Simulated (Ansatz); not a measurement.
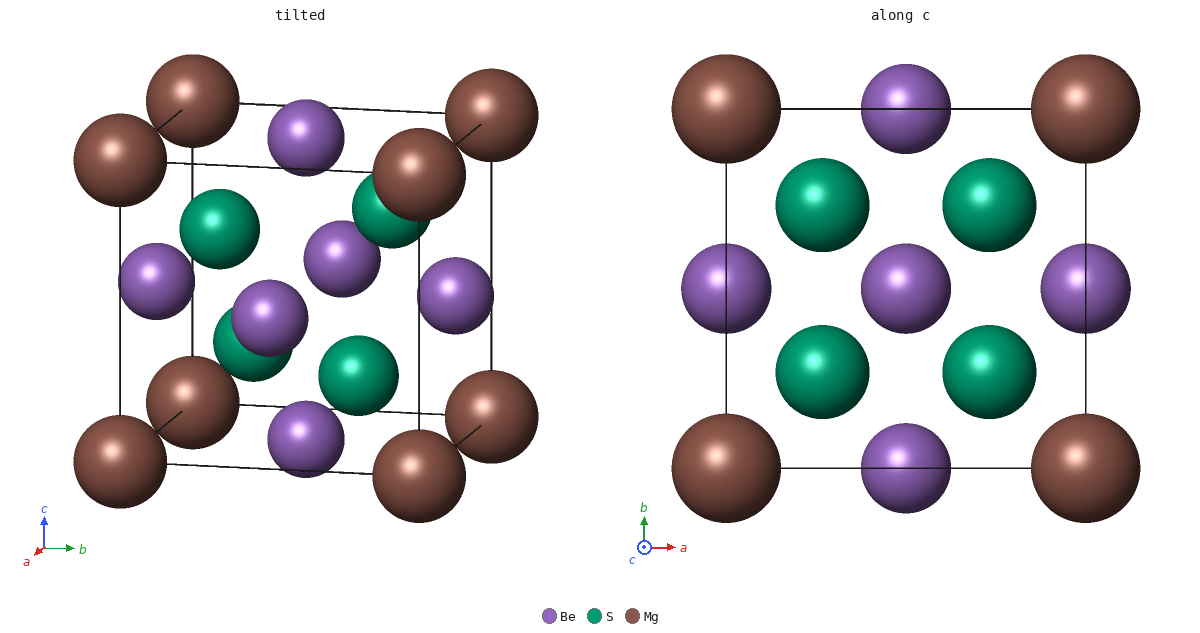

The crystal in a spheres-only representation, seen slightly off an axis and along the c axis. Thin lines show the conventional unit cell, with boundary atoms drawn in all their periodic places.

MgBe₃S₄, space group P-43m (No. 215), a = 5.079 Å, b = 5.079 Å, c = 5.079 Å, α = 90.00°, β = 90.00°, γ = 90.00°. It goes back to a structure type filled with these elements by a generator (whether the compound takes this form wasn't checked). Earlier steps of the study, as a rule a relaxation of our own, may have changed the cell and positions, so they can lie some per cent off the listed ones. It was run through Ansatz as a DFT input.

This one geometry was computed with Ansatz (DFT, plane waves, PAW) at four levels of theory: PBE, r2SCAN, PBE0 and HSE06. It was relaxed beforehand with r2SCAN.

Q: How does the band gap change with the level of theory?

A: PBE: a gap of 3.23 eV, direct; r2SCAN: a gap of 3.68 eV, direct; HSE06: a gap of 4.20 eV, direct; PBE0: a gap of 4.91 eV, direct.

Q: Collect the results in a table.

A:
| level | cutoff (eV) | k-mesh of the run's cell | gap (eV) | pressure (GPa) |
| --- | --- | --- | --- | --- |
| PBE | 420 | 6×6×6 | 3.23 | 0.7 |
| r2SCAN | 500 | 6×6×6 | 3.68 | 0.0 |
| PBE0 | 420 | 4×4×4 | 4.91 | -0.6 |
| HSE06 | 420 | 4×4×4 | 4.20 | -0.6 |

Gaps are taken on the k-mesh or band path of each run.
